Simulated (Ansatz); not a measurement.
Input file:

```
basis:
  gaussian: {orbitals: def2-SVPD}
crystal:
  periodic: [false, false, false]
  atoms:
    - {symbol: C, position_ang: [-1.536452, 2.727782, -0.174512]}
    - {symbol: C, position_ang: [-1.669688, 1.229962, 0.070858]}
    - {symbol: C, position_ang: [-2.126990, 0.917698, 1.490238]}
    - {symbol: O, position_ang: [1.254662, 1.215747, 1.106310]}
    - {symbol: Sn, position_ang: [0.289190, 0.215472, -0.338940]}
    - {symbol: H, position_ang: [-0.758380, 3.179786, 0.465659]}
    - {symbol: H, position_ang: [-2.477844, 3.265397, 0.044548]}
    - {symbol: H, position_ang: [-1.268744, 2.963144, -1.218431]}
    - {symbol: H, position_ang: [-2.398157, 0.809390, -0.645166]}
    - {symbol: H, position_ang: [-2.287227, -0.161128, 1.655299]}
    - {symbol: H, position_ang: [-3.078410, 1.425171, 1.736265]}
    - {symbol: H, position_ang: [-1.388260, 1.250186, 2.240757]}
    - {symbol: H, position_ang: [0.703257, 1.840208, 1.594505]}
hamiltonian: {xc: pbe0}
output: {forces: true, orbitals: {seedname: orbitals}}
```

Launched as:

```sh
ansatz run input.yaml --threads 2 --pin off --max-ram 5220MiB --events-out events.jsonl --progress --plain --runs-dir runs
```

Geometry: PBE0-D4/def2-SVP; core potentials replace the inner electrons of Sn.

All numbers below come from Ansatz 0.2.0, isolated molecule in a Gaussian basis; Kohn-Sham density functional theory, functional PBE0.

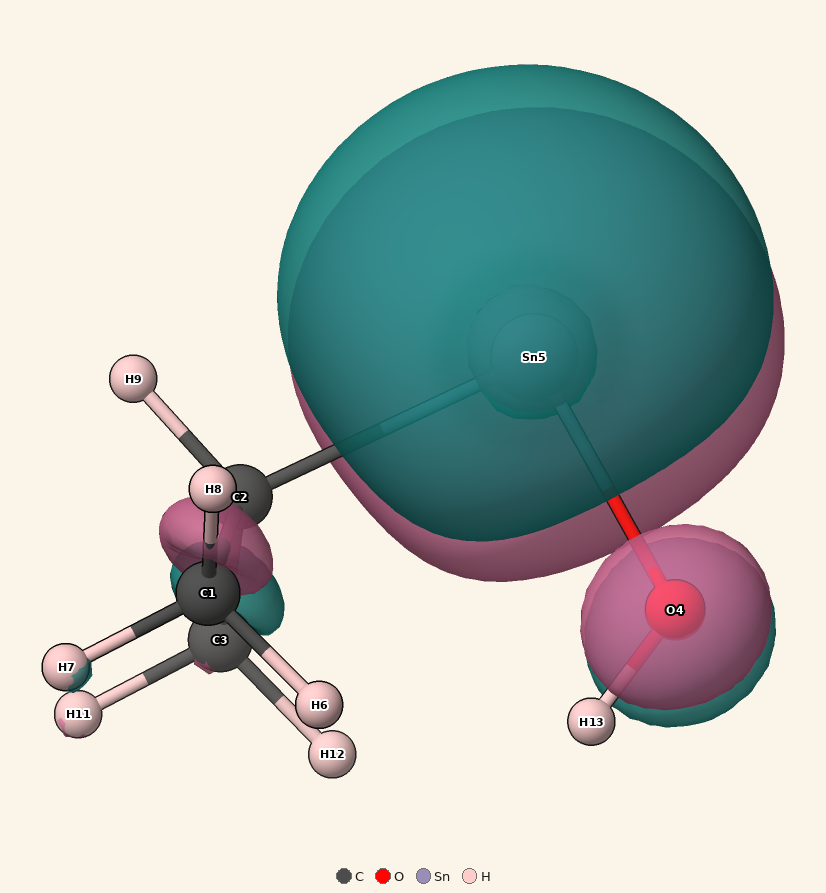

C3H8OSn. The LUMO at ±0.08 Å⁻³ᐟ² (teal and pink are the two phases), seen from one side.

### Describe this orbital and give its energy.

By Hirshfeld shares it lies mainly on Sn5 (about 85 %) and O4 (about 5 %). Its energy is −2.24 eV.
